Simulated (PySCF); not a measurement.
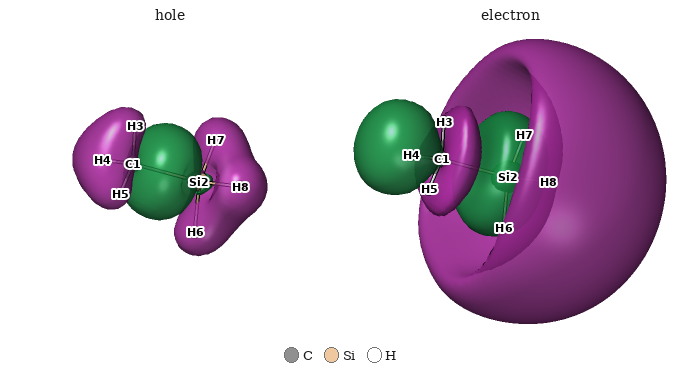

*CH6Si, SMILES `C[SiH3]`. Leading natural transition orbital pair of T₄ (full linear response triplet states); the surfaces enclose about 85 % of each orbital's density.*

Level of theory: M06-2X/def2-SVPD (PySCF), at a geometry from GFN2-xTB. No frequency check shows the geometry to be a minimum.

Give its energy and the atoms that hole and electron lie on.

Answer. 8.90 eV (139 nm), spin-forbidden from the singlet ground state, partly diffuse acceptor orbital; the leading pair carries 74 %; hole on Si2 (33 %), C1 (31 %) and H6, H7 and H8 (8 % each), electron on Si2 (46 %), H6, H7 and H8 (13 % each) and C1 (8 %) (atom shares of so diffuse an orbital are rough) (shares are of the whole state, not of the leading pair alone); their centroids lie 1.1 Å apart; T₅ lies within 0.1 eV of it. In canonical orbitals it is mainly HOMO → LUMO+1 (50 %). The HOMO–LUMO gap is 11.15 eV.
